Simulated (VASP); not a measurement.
**Tellurium: structure and properties in VASP**

What structure and properties does r2SCAN give Tellurium, and how near are they to the measured ones? The steps: full relaxation (r2SCAN), second relaxation, single point with fields (r2SCAN), band structure (r2SCAN), density of states (r2SCAN), vibrations at Γ (r2SCAN), bands along the symmetry lines (r2SCAN + SOC) and ionic relaxation at fixed cell (r2SCAN), changed input. The start is a cell from a database of measured crystal structures.

Main program and level: VASP 6.6.1; r2SCAN; plane waves and PAW (Te), in the first sound run; inputs show where later runs differ.

Experimental background.

For Te, trigonal (pure bulk crystalline Te in air, 300 K), “Anomalous Raman Modes in Tellurides” (2021, arxiv:2102.11580) gives, by Raman scattering, 632.8 nm: Raman mode (A1) about 120 cm⁻¹.

This is a report of a sequence of runs, with most program output left out.

The database entry behind the starting cell differs from later determinations by our own check (inner coordinate of an old entry), so it need not match the best structure at ambient conditions.

### 1. Starting point

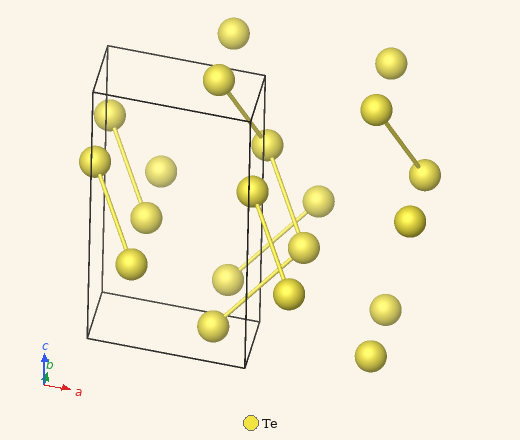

The cell as given, slightly off an axis (tellurium yellow). 2×2×1 cells are drawn. Bonds to atoms that aren't drawn are left out. Some periodic images of atoms are drawn too.

### 2. Full relaxation (r2SCAN)

The start need not lie at this functional's minimum. ISIF = 3 frees volume, shape and positions, and EDIFFG sets the threshold on forces and stress at which the search stops. r2SCAN adds the kinetic-energy density, costs more than a GGA and is run with LASPH.

INCAR reads:

```
SYSTEM = Te
PREC = Accurate
ENCUT = 400
EDIFF = 1E-06
NELM = 100
ISMEAR = 0
SIGMA = 0.05
LREAL = .FALSE.
ALGO = Normal
METAGGA = R2SCAN
LASPH = .TRUE.
NBANDS = 15
LORBIT = 11
LWAVE = .FALSE.
LCHARG = .FALSE.
KPAR = 2
IBRION = 2
NSW = 60
ISIF = 3
EDIFFG = -0.01
```

POSCAR reads:

```
Te
1.0
    4.4540000000      0.0000000000      0.0000000000
   -2.2270000000      3.8572771485      0.0000000000
    0.0000000000      0.0000000000      5.9240000000
Te
3
Direct
    0.2690000000      0.0000000000      0.3333333333
    0.0000000000      0.2690000000      0.6666666667
    0.7310000000      0.7310000000      0.0000000000
```

KPOINTS reads:

```
Automatic mesh
0
Gamma
5 5 4
0 0 0
```

PAW data sets: Te (PBE family, release 64).

Launch:

```console
$ mpirun -np 2 vasp_std
```

Elapsed: 11 min, on 2 MPI ranks of AMD EPYC 7R43, shared host; peak memory 0.31 GiB; 21 min of CPU time.

The gap is read on the k-mesh alone, so it is an upper bound where the band edges lie off the mesh. The bonds form chains, held to each other by dispersion, which r2SCAN holds only at short range, so the spacing between them may come out too wide. The PAW data sets were made with PBE, which is usual practice but a small mismatch for other functionals. The run keeps the 6 symmetry operations of its start, so it cannot find a distortion of lower symmetry.

The steps of the relaxation:

| step | energy less that of the first step (eV) | largest force (eV/Å) | pressure (GPa) | volume (Å³) |
| --- | --- | --- | --- | --- |
| 1 | 0.0000 | 0.0792 | 0.93 | 101.78 |
| 2 | -0.0060 | 0.2058 | -0.40 | 104.71 |
| 3 | -0.0067 | 0.1760 | -0.10 | 104.00 |
| 4 | -0.0114 | 0.1474 | -0.07 | 104.53 |
| 5 | -0.0210 | 0.0482 | 0.08 | 106.13 |
| 6 | -0.0158 | 0.2219 | 0.65 | 109.36 |
| 7 | -0.0231 | 0.0345 | 0.24 | 107.21 |
| 8 | -0.0229 | 0.0427 | -0.39 | 109.37 |
| 9 | -0.0238 | 0.0011 | -0.06 | 108.21 |
| 10 | -0.0243 | 0.0022 | -0.03 | 108.50 |
| 11 | -0.0245 | 0.0042 | 0.00 | 108.71 |

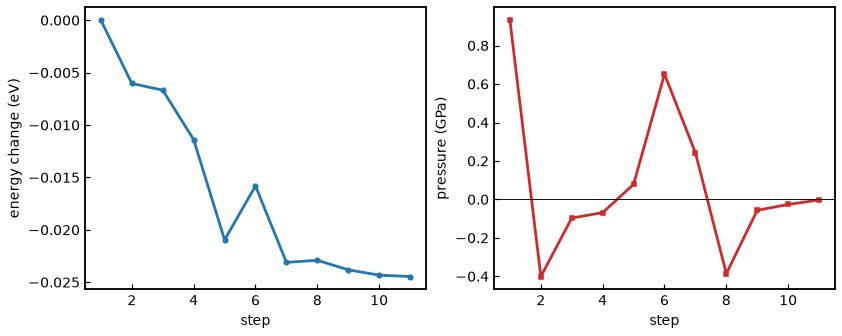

Energy and pressure along the relaxation.

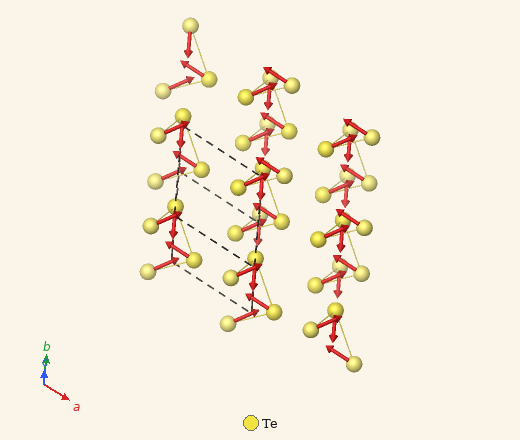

Displacements in the relaxation, exaggerated, measured against the changing cell; the longest in the cell stands for 0.07 Å. 2×2×1 cells are drawn. Some periodic images of atoms are drawn too.

| conventional cell, symmetrised | before | after | change |
| --- | --- | --- | --- |
| a (Å) | 4.454 | 4.605 | +3.4 % |
| b (Å) | 4.454 | 4.605 | +3.4 % |
| c (Å) | 5.924 | 5.919 | -0.1 % |
| volume (Å³/atom) | 33.93 | 36.24 | +6.8 % |

The atoms that moved most (Å, as changes of fractional coordinates times the final cell):

| atom | dx | dy | dz | length |
| --- | --- | --- | --- | --- |
| Te3 | 0.033 | 0.057 | 0.000 | 0.066 |
| Te1 | -0.066 | 0.000 | 0.000 | 0.066 |
| Te2 | 0.033 | -0.057 | 0.000 | 0.066 |

Final coordinates:

```xyz
3
Lattice="4.6053 0.0000 0.0000 -2.3027 3.9883 0.0000 0.0000 0.0000 5.9185" Properties=species:S:1:pos:R:3 pbc="T T T"
Te    1.1731    0.0000    1.9728
Te   -0.5865    1.0159    3.9457
Te    1.7161    2.9724    0.0000
```

This step gave:

* electrons: 18
* bands: 15
* irreducible k-points: 17
* symmetry operations: 6
* free energy (TOTEN): -76.2407 eV
* Fermi energy: 5.237 eV
* pressure: -0.002558 GPa
* metallic: no
* valence top at k: 0.4, 0.2, 0.5
* conduction bottom at k: 0, 0, 0.5
* least direct gap at k: 0.4, 0.2, 0.5
* SCF cycles over all ionic steps: 83
* gap on the k-mesh: 0.7853 eV
* least direct gap on the k-mesh: 0.9360 eV

It ends with a largest force of 0.004 eV/Å and a pressure of 0.00 GPa. The volume lies +6.8 % from that of the database's start.

### 3. Second relaxation

The basis stayed that of the start cell while the cell moved. A rerun from the cell reached resets it; the error of the finite cutoff stays.

INCAR is that of step 2.

POSCAR reads:

```
Te
1.0
    4.6053105293      0.0000000000      0.0000000000
   -2.3026552646      3.9883159107      0.0000000000
    0.0000000000      0.0000000000      5.9185311832
Te
3
Direct
    0.2547234923      0.0000000000      0.3333333333
    1.0000000000      0.2547234923      0.6666666667
    0.7452765077      0.7452765077      0.0000000000
```

KPOINTS is that of step 2.

Launch:

```console
$ mpirun -np 2 vasp_std
```

Wall time 2 min (2 MPI ranks); peak memory 0.31 GiB; 3.8 min of CPU time.

Little changed from the start: no atom moved by 0.005 Å and no cell edge by 0.1 %.

Numbers from this step:

```
free energy (TOTEN)             : -76.2420 eV
pressure                        : 0.005277 GPa
SCF cycles over all ionic steps : 12
gap on the k-mesh               : 0.7852 eV
least direct gap on the k-mesh  : 0.9359 eV
```

It ends with a largest force of 0.004 eV/Å and a pressure of 0.01 GPa. The volume moved by under 0.01 %: the run met its threshold at the first step.

### 4. Single point with fields (r2SCAN)

A single point on the relaxed cell gives a clean self-consistent state, with density, ELF and potential written out.

INCAR, as its differences from that of step 3:

```diff
@@ -14,7 +14,5 @@
 LWAVE = .FALSE.
-LCHARG = .FALSE.
-KPAR = 2
-IBRION = 2
-NSW = 60
-ISIF = 3
-EDIFFG = -0.01
+LCHARG = .TRUE.
+ISIF = 2
+LELF = .TRUE.
+LVHAR = .TRUE.
```

POSCAR, as its differences from that of step 3:

```diff
@@ -9,3 +9,3 @@
     0.2547234923      0.0000000000      0.3333333333
-    1.0000000000      0.2547234923      0.6666666667
+    0.0000000000      0.2547234923      0.6666666667
     0.7452765077      0.7452765077      0.0000000000
```

KPOINTS is that of step 3.

Launch:

```console
$ mpirun -np 2 vasp_std
```

The job ended after 1.7 min (2 MPI ranks; peak memory 0.25 GiB; 3.3 min of CPU time).

This step gave:

```yaml
scf_cycles: 12
bands: 16
fermi_energy: 5.234 eV
pressure: 0.005153 GPa
```

Valence electrons inside each PAW sphere by angular momentum. Sphere charges, by row:

| atom | s (e) | p (e) | d (e) | tot (e) |
| --- | --- | --- | --- | --- |
| Te1 | 1.432 | 1.849 | 0.041 | 3.321 |
| Te2 | 1.432 | 1.849 | 0.041 | 3.321 |
| Te3 | 1.432 | 1.849 | 0.041 | 3.321 |

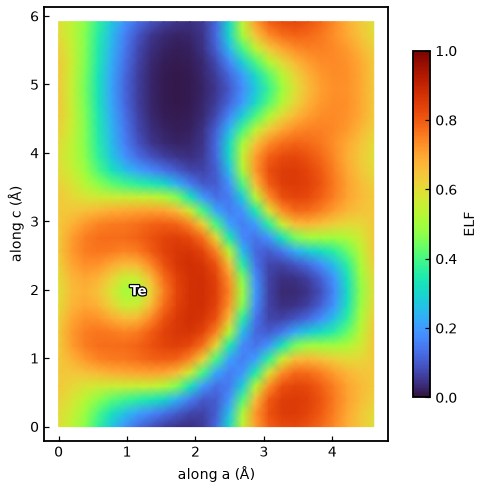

ELF in the ac plane at fractional y = 0.000, with atoms of Te within 0.2 Å of it. It is the smooth field of the valence electrons, not physical close to the nuclei.

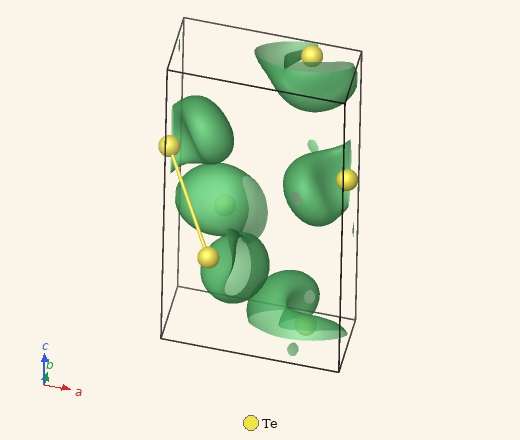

Surface of ELF = 0.85. Bonds to atoms that aren't drawn are left out.

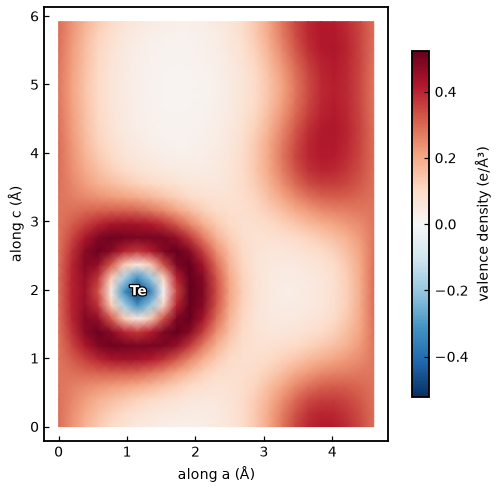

Valence density in the ac plane at fractional y = 0.000, with atoms of Te within 0.2 Å of it. It is the smooth field of the valence electrons, not physical close to the nuclei.

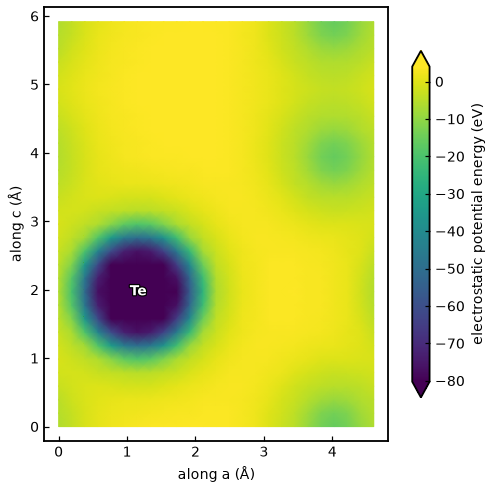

Electrostatic potential energy in the ac plane at fractional y = 0.000, with atoms of Te within 0.2 Å of it. With pseudopotentials it is smooth inside the atoms' cores, unlike the true potential.

In this run the pressure is 0.01 GPa, small enough to go on.

### 5. Band structure (r2SCAN)

The mesh alone shows little of the dispersion and can miss band extrema, so KPOINTS_OPT adds a path through the symmetry points after the self-consistent cycle.

INCAR reads:

```
SYSTEM = Te
PREC = Accurate
ENCUT = 400
EDIFF = 1E-06
NELM = 100
ISMEAR = 0
SIGMA = 0.05
LREAL = .FALSE.
ALGO = Normal
METAGGA = R2SCAN
LASPH = .TRUE.
NBANDS = 22
LORBIT = 11
LWAVE = .FALSE.
LCHARG = .FALSE.
KPAR = 2
```

POSCAR is that of step 4.

KPOINTS is that of step 4.

KPOINTS_OPT reads:

```
Line mode
16
Line-mode
Reciprocal
  0.00000000   0.00000000   0.00000000 GAMMA
  0.50000000   0.00000000   0.00000000 M

  0.50000000   0.00000000   0.00000000 M
  0.33333333   0.33333333   0.00000000 K

  0.33333333   0.33333333   0.00000000 K
  0.00000000   0.00000000   0.00000000 GAMMA

  0.00000000   0.00000000   0.00000000 GAMMA
  0.00000000   0.00000000   0.50000000 A

  0.00000000   0.00000000   0.50000000 A
  0.50000000   0.00000000   0.50000000 L

  0.50000000   0.00000000   0.50000000 L
  0.33333333   0.33333333   0.50000000 H

  0.33333333   0.33333333   0.50000000 H
  0.00000000   0.00000000   0.50000000 A

  0.50000000   0.00000000   0.50000000 L
  0.50000000   0.00000000   0.00000000 M

  0.33333333   0.33333333   0.00000000 K
  0.33333333   0.33333333   0.50000000 H
```

Launch:

```console
$ mpirun -np 2 vasp_std
```

The job ended after 11 min (2 MPI ranks; peak memory 0.35 GiB; 21 min of CPU time).

Spin-orbit coupling is off here; with elements this heavy it splits and shifts levels by tenths of an eV or more.

Numbers from this step:

| Quantity | Value |
| --- | --- |
| bands | 22 |
| Fermi energy | 5.206 eV |
| pressure | 0.004714 GPa |
| least gap on mesh and path | 0.4783 eV |
| least direct gap on mesh and path | 0.5259 eV |
| valence top at k | 0.3667, 0.2667, 0.5 |
| conduction bottom at k | 0.3333, 0.3333, 0.5 |
| least direct gap at k | 0.3333, 0.3333, 0.5 |

Electronic bands along the path, in eV, zero at the valence-band top; v1 is the highest filled band, c1 the lowest empty one:

| point | v4 | v3 | v2 | v1 | c1 | c2 | c3 | c4 |
| --- | --- | --- | --- | --- | --- | --- | --- | --- |
| Γ | -2.97 | -1.67 | -1.67 | -0.66 | 1.22 | 1.22 | 1.77 | 5.43 |
| M | -3.42 | -3.17 | -1.23 | -0.91 | 1.26 | 1.42 | 3.72 | 3.85 |
| K | -2.86 | -2.86 | -2.72 | -2.31 | 2.91 | 2.91 | 3.31 | 5.17 |
| Γ | -2.97 | -1.67 | -1.67 | -0.66 | 1.22 | 1.22 | 1.77 | 5.43 |
| A | -2.76 | -1.37 | -1.19 | -1.19 | 0.76 | 0.88 | 0.88 | 4.72 |
| L | -3.67 | -2.19 | -1.84 | -0.12 | 1.13 | 2.13 | 2.64 | 5.10 |
| H | -4.79 | -1.07 | -0.05 | -0.05 | 0.48 | 1.82 | 1.82 | 6.15 |
| A | -2.76 | -1.37 | -1.19 | -1.19 | 0.76 | 0.88 | 0.88 | 4.72 |
| jump to L | -3.67 | -2.19 | -1.84 | -0.12 | 1.13 | 2.13 | 2.64 | 5.10 |
| M | -3.42 | -3.17 | -1.23 | -0.91 | 1.26 | 1.42 | 3.72 | 3.85 |
| jump to K | -2.86 | -2.86 | -2.72 | -2.31 | 2.91 | 2.91 | 3.31 | 5.17 |
| H | -4.79 | -1.07 | -0.05 | -0.05 | 0.48 | 1.82 | 1.82 | 6.15 |

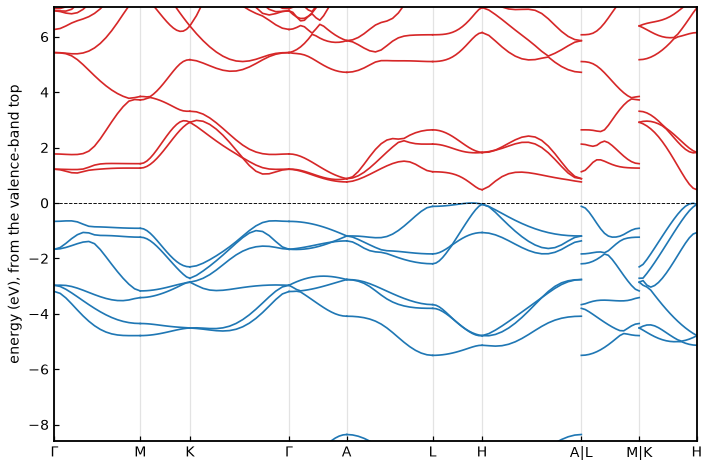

Electronic bands along the path; lines of filled and empty bands in two colours.

The path lowers the gap by 0.31 eV against the mesh alone, so a band edge lies off the mesh.

### 6. Density of states (r2SCAN)

Here the states are counted by energy and projected on the atoms. The mesh is finer than in the run before.

INCAR, as its differences from that of step 5:

```diff
@@ -5,3 +5,3 @@
 NELM = 100
-ISMEAR = 0
+ISMEAR = -5
 SIGMA = 0.05
@@ -16 +16,2 @@
 KPAR = 2
+NEDOS = 2001
```

POSCAR is that of step 5.

KPOINTS reads:

```
Automatic mesh
0
Gamma
7 7 5
0 0 0
```

Launch:

```console
$ mpirun -np 2 vasp_std
```

The job ended after 3.9 min (2 MPI ranks; peak memory 0.32 GiB).

This step gave:

| Item | Value |
| --- | --- |
| irreducible k-points | 32 |
| free energy (TOTEN) | -76.2437 eV |
| Fermi energy | 4.829 eV |
| pressure | -0.009757 GPa |
| valence top at k | 0.2857, 0.2857, 0.4 |
| conduction bottom at k | 0, 0, 0.4 |
| least direct gap at k | 0.2857, 0.2857, 0.4 |
| gap on the k-mesh | 0.9555 eV |
| least direct gap on the k-mesh | 1.070 eV |

The density of states has structure finer than the step of the table below, so its rows give means over 1 eV, whole bins alone (the curve runs from -12.0 to 7.00 eV). Peaks (eV: height): total -4.3: 4.24, -1.3: 3.98, 1.4: 4.25, 2.1: 4.20; Te p -4.3: 1.87, -1.3: 1.83, 1.4: 1.99, 2.1: 2.10; Te s -11.8: 1.58, -11.2: 0.936, -9.8: 1.70; Te d 2.1: 0.137, 5.2: 0.413, 5.9: 0.369, 6.6: 0.427.

States under -12.0 eV and over 7.0 eV are left out. Density of states against energy, zero at the valence-band top; means over each step; values in states/eV/cell:

| energy (eV) | total | Te p | Te s | Te d |
| --- | --- | --- | --- | --- |
| -11 | 1.04 | 0.0326 | 0.683 | 0.00291 |
| -10 | 1.48 | 0.0410 | 1.02 | 0.00334 |
| -9 | 0.507 | 0.0131 | 0.369 | 5.6e-4 |
| -8 | 0.0158 | 2.7e-4 | 0.0124 | 0 |
| -7 | 0 | 0 | 0 | 0 |
| -6 | 0 | 0 | 0 | 0 |
| -5 | 1.30 | 0.543 | 0.0143 | 0.00669 |
| -4 | 2.71 | 1.20 | 0.0589 | 0.0197 |
| -3 | 2.17 | 0.969 | 0.0708 | 0.0145 |
| -2 | 1.94 | 0.838 | 0.0603 | 0.0226 |
| -1 | 3.30 | 1.56 | 0.0934 | 0.0385 |
| 0 | 0.522 | 0.259 | 0.0215 | 0.00670 |
| 1 | 1.36 | 0.636 | 0.0625 | 0.0338 |
| 2 | 3.04 | 1.50 | 0.0807 | 0.0916 |
| 3 | 1.47 | 0.832 | 0.0191 | 0.0397 |
| 4 | 0.260 | 0.0747 | 0.00171 | 0.0220 |
| 5 | 1.73 | 0.138 | 0.00569 | 0.231 |
| 6 | 1.65 | 0.119 | 0.0104 | 0.259 |

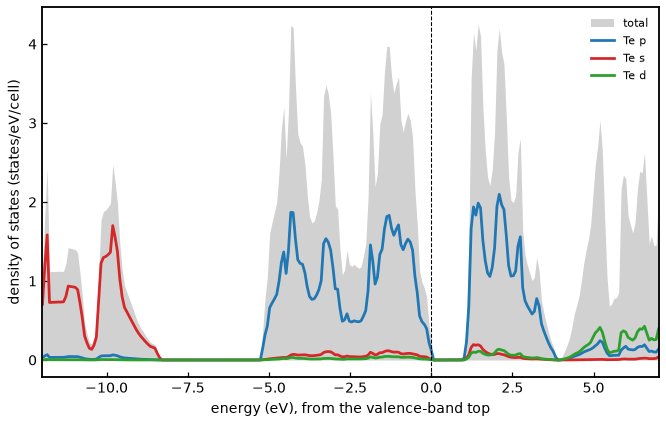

Density of states against energy.

The gap on this mesh is 0.96 eV, over the 0.48 eV of the band run, since this mesh misses a band edge. In the top eV of the valence band the largest shares in the PAW spheres are Te p 49 %; in the lowest eV of the conduction band, Te p 47 %. The rest lies in smaller channels or between the spheres.

### 7. Vibrations at Γ (r2SCAN)

Zone-centre modes test whether the atoms sit at a minimum within this cell. IBRION = 6 takes the force constants from differences of forces between displaced cells, so the forces must be tight.

INCAR reads:

```
SYSTEM = Te
PREC = Accurate
ENCUT = 400
EDIFF = 1E-08
NELM = 100
ISMEAR = 0
SIGMA = 0.05
LREAL = .FALSE.
ALGO = Normal
METAGGA = R2SCAN
LASPH = .TRUE.
NBANDS = 15
LORBIT = 11
LWAVE = .FALSE.
LCHARG = .FALSE.
KPAR = 2
IBRION = 6
NFREE = 2
POTIM = 0.015
ISIF = 2
NSW = 1
```

POSCAR is that of step 6.

KPOINTS reads:

```
Automatic mesh
0
Gamma
5 5 4
0 0 0
```

Launch:

```console
$ mpirun -np 2 vasp_std
```

Elapsed: 18 min, on 2 MPI ranks; peak memory 0.38 GiB; 36 min of CPU time.

The last energy, forces, stress and levels in OUTCAR belong to the last displaced cell, not to the cell of POSCAR.

Numbers from this step:

```yaml
bands: 15
irreducible_k_points: 17
pressure_of_the_cell: 0.003507 GPa
largest_force_of_the_cell: 0.003972 eV/Å
```

Transverse limit, no LO-TO splitting. Modes at Γ:

| mode | frequency (cm⁻¹) | symmetry |
| --- | --- | --- |
| 1 | -0.1 | acoustic |
| 2 | 0.0 | acoustic |
| 3 | 0.0 | acoustic |
| 4 | 81.1 | A2 |
| 5 | 88.7 | E |
| 6 | 88.7 | E |
| 7 | 129.1 | A1 |
| 8 | 143.5 | E |
| 9 | 143.5 | E |

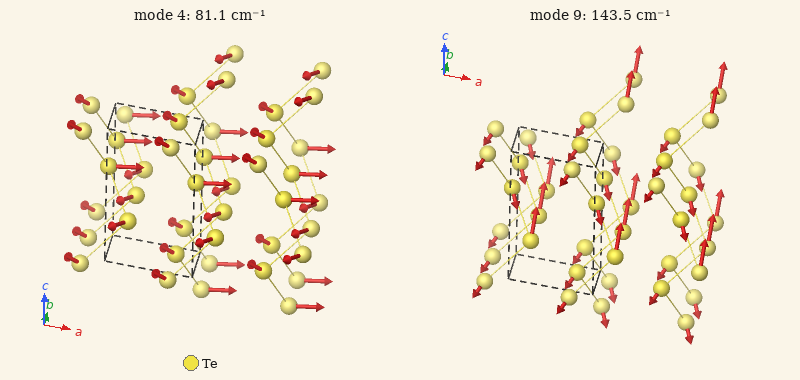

Displacement patterns of modes 4 and 9 at Γ; arrows are exaggerated. 2×2×1 cells are drawn. Some periodic images of atoms are drawn too.

The three acoustic modes lie within 0.1 cm⁻¹ of zero, and all others are real. By the characters of their eigenvectors the optical modes sort into (cm⁻¹) Raman active: E 89, A1 129, E 143; infrared active: A2 81, E 89, E 143.

(Continued in part 2 of 2.)

[Lines on the potential files, build, host, timing and source positions are cut from VASP's logs without a mark.]

[Logs are printed without paths, hosts, clocks, repeated set-up lines and the standing remarks that a program may print on its own settings, such as how far it seeks lower states.]

[Hosts, paths, dates, database ids (printed as entryN), source tags and the programs' standing remarks are cut or masked in the printed files.]

[A measured line is paired with the nearest computed mode of its activity, which favours agreement.]
